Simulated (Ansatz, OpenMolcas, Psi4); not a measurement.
## InSi2H7 (SMILES [SiH3][SiH2][InH2]): the electronic atomisation energy, rung by rung

The species is InSi2H7 (10 atoms), meant as a singlet with charge 0. SMILES: `[SiH3][SiH2][InH2]`. The coordinates come from a PBE0-D4/def2-TZVP relaxation.

Quantity: the electronic atomisation energy, in eV. The values are calculated. Electronic energies at fixed atoms, without zero-point motion or spin-orbit coupling.

```json
{"level": "PBE/def2-SVP (core potential)", "kind": "GGA", "program": "Ansatz", "value (eV)": "25.35", "CPU time (all runs)": "12 s"}
{"level": "M06-L/def2-SVP (core potential)", "kind": "meta-GGA", "program": "OpenMolcas", "value (eV)": "26.32", "CPU time (all runs)": "92 s"}
{"level": "PBE0/def2-SVP (core potential)", "kind": "global hybrid", "program": "Ansatz", "value (eV)": "25.48", "CPU time (all runs)": "13 s"}
{"level": "r2SCAN0/def2-SVP (core potential)", "kind": "hybrid meta-GGA", "program": "Ansatz", "value (eV)": "25.89", "CPU time (all runs)": "27 s"}
{"level": "CAM-B3LYP/def2-SVP (core potential)", "kind": "range-separated hybrid", "program": "Ansatz", "value (eV)": "25.85", "CPU time (all runs)": "15 s"}
{"level": "RPA@PBE0/def2-SVP (core potential)", "kind": "RPA", "program": "Ansatz", "value (eV)": "24.28", "CPU time (all runs)": "24 s"}
{"level": "MP2/def2-SVP (core potential)", "kind": "perturbation theory", "program": "Ansatz", "value (eV)": "24.03", "CPU time (all runs)": "4.5 s"}
{"level": "CCSD/def2-SVP (core potential)", "kind": "coupled cluster or CI", "program": "Psi4", "value (eV)": "24.38", "CPU time (all runs)": "60 s"}
```

The values span 24.03 to 26.32 eV. In the correlated wave-function rows the outer d shell of In is correlated, in sets not made for it. Times are those of the runs behind each value, whatever else they computed, on shared processors of several kinds: orders of magnitude only.

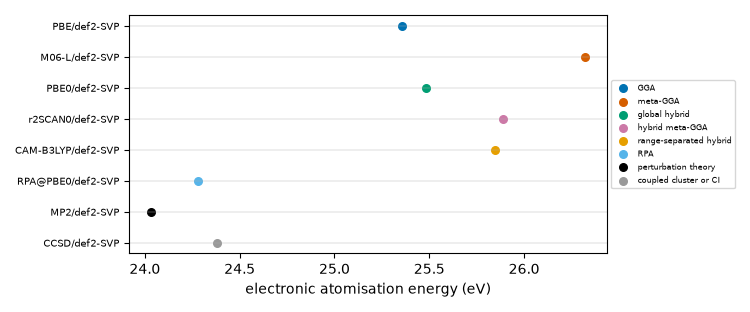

The values of the table, level by level.
